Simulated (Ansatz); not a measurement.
**H$_{11}$N$_{2}$Si$_{2}$···H: density, localisation and related maps**

```xyz
16

Si   -1.2428   -0.4725   -0.9106
H     1.3098   -0.7721   -0.5820
H    -2.6052   -0.0982   -1.4174
H    -1.2290   -1.9546   -0.7642
Si    0.7481    0.4684   -1.7127
H    -0.2075    0.0077    1.4199
N    -1.3567    0.0676    0.8619
H     1.3942   -0.4197    0.7835
N     1.0592   -0.0894    1.7467
H     1.5450   -0.2833   -2.7339
H     1.3360    1.4681   -0.7415
H     0.1488    1.5245   -2.6688
H    -2.0382   -0.4770    1.3813
H    -1.6652    1.0349    0.9068
H     1.2901   -0.7876    2.4431
H     1.5133    0.7830    1.9880
```

A transition-state structure; geometry: PBE0-D4/def2-TZVP.

The calculation used Ansatz 0.2.0, RKS PBE0-D4/def2-TZVPP.

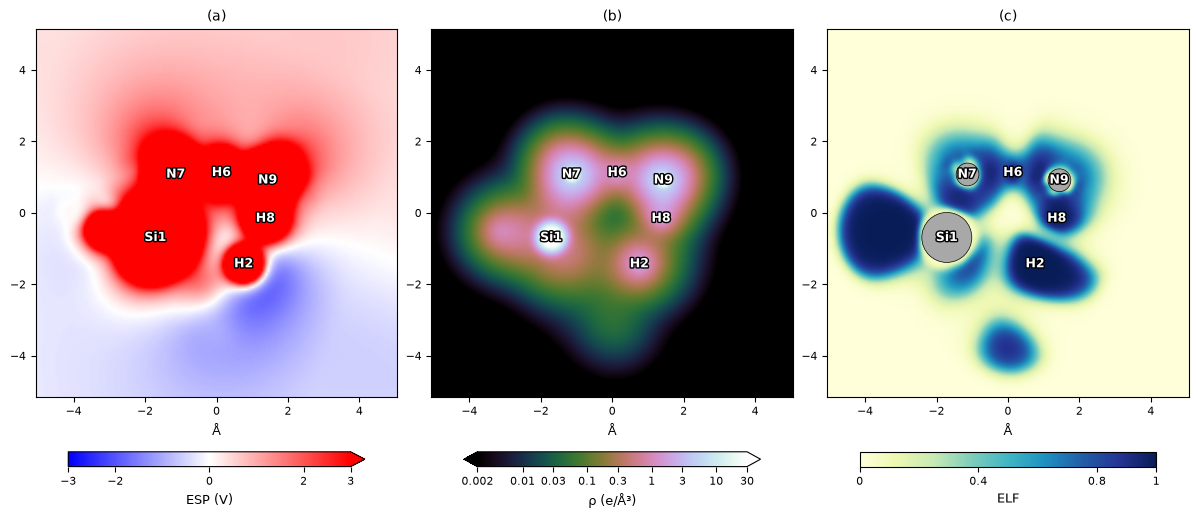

Figure 1. (a) electrostatic potential; (b) total electron density; (c) electron localisation function on the plane of atoms H6, N9 and H8. Grey discs cover the atomic cores in the ELF map.

> What does the map show?

- The plane passes through Si, H and N nuclei.
- Si–N (1.86 Å): the density is about 0.87 e/Å³ at the midpoint; the ELF peaks at about 0.95 between the atoms, as expected for a shared but strongly polarised pair.
- Outside the dense part of the complex the potential is most negative (−1.8 V) near H2.

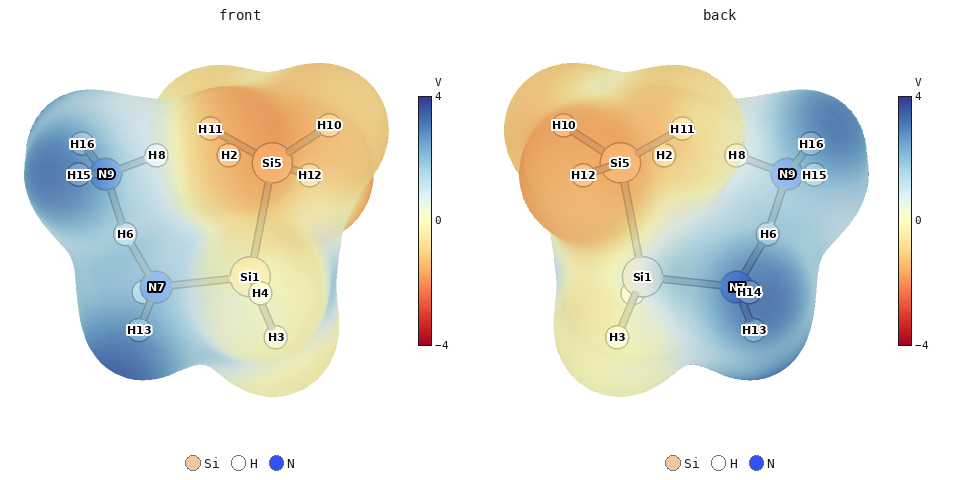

Figure 2. The electrostatic potential painted on the density surface at 0.004 e/bohr³, seen from the front and from behind; the colour scale runs from red (negative) to blue (positive).

> Which sites attract a positive test charge, and which a negative one?

A positive charge is drawn to the negative regions and a negative charge to the positive ones. The most negative region (about −1.8 V) lies over H2, the most positive (about +3.3 V) over H13 and H14.

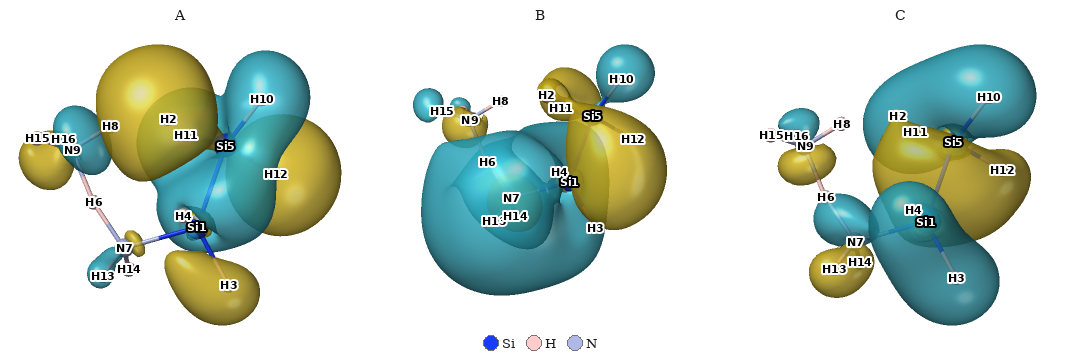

Figure 3. Three frontier orbitals at ±0.05 Å⁻³ᐟ² (yellow and cyan are the two phases), in no order.

> Order the three orbitals by energy and name them.

C is the HOMO−1 (−7.86 eV). Its weight (Hirshfeld) is mainly on Si5 (about 35 %), Si1 (about 30 %), H11 (about 10 %), H10 (about 10 %) and H3 (about 5 %). A is the HOMO (−4.80 eV). It lies mainly on H2 (about 25 %), Si5 (about 20 %), H12 (about 15 %) and Si1 (about 10 %). B is the LUMO (−0.43 eV). Its weight (Hirshfeld) is mainly on Si1 (about 30 %), H13 (about 15 %), H14 (about 10 %), N7 (about 10 %) and Si5 (about 10 %).

> What is the HOMO–LUMO gap?

4.37 eV between the orbital energies.
